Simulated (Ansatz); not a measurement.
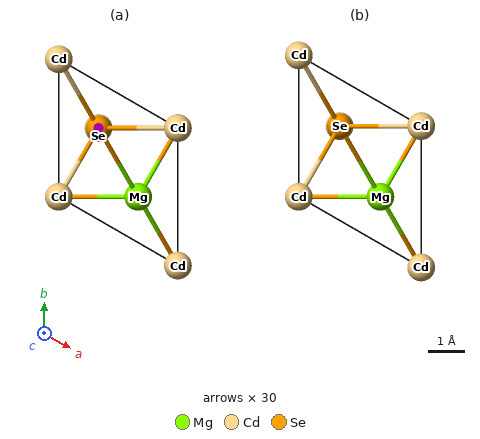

The structure of a crystal of MgCdSe₂ (a generated structure, set up in R-3m) (coarse preliminary run) before (left) and after (right) a relaxation, at one scale. The purple arrows give the displacements (the part carried along by the change of the cell is left out), magnified 30 times.

The picture is a ball-and-stick view of the conventional cell (3 times the calculation's cell), seen along the c axis. Lengths and directions refer to the drawn axes.

Method: DFT PBE, scalar-relativistic, plane waves, PAW (Ansatz 0.2.0). (plane-wave cutoff 420 eV; k-point mesh 6 × 6 × 6; occupations gaussian; smearing width 0.1 eV; no spin polarisation; cell and atoms relaxed; force threshold 0.05 eV/Å; at most 80 steps)

Q: Summarise the run.

A: The largest moves relative to the cell, 0.066 Å, are those of Se atoms. Cd and Mg stay in place. The drawn cell changes as follows: a = b 3.872 → 3.980 Å (+2.8 %), c 18.969 → 19.476 Å (+2.7 %); the volume changes by +8.5 %. Some distances before and after: Cd–Se 2.738 → 2.852 Å, Mg–Se 2.738 → 2.775 Å. Among the angles between lasting bonds that change: Mg–Se–Cd 180.0° → 177.8°. The space group stays R-3m (No. 166). The energy falls by 45.3 meV per atom in 3 accepted moves (4 points after the start). The largest force component goes from 0.72 to 0.02 eV/Å. Pressure: 6.65 GPa at the start and 0.18 GPa at the end. The SCF was repeated once at an unchanged geometry on a basis and grid sized afresh for the cell, which shifted the energy by 0.2 meV per atom at most.
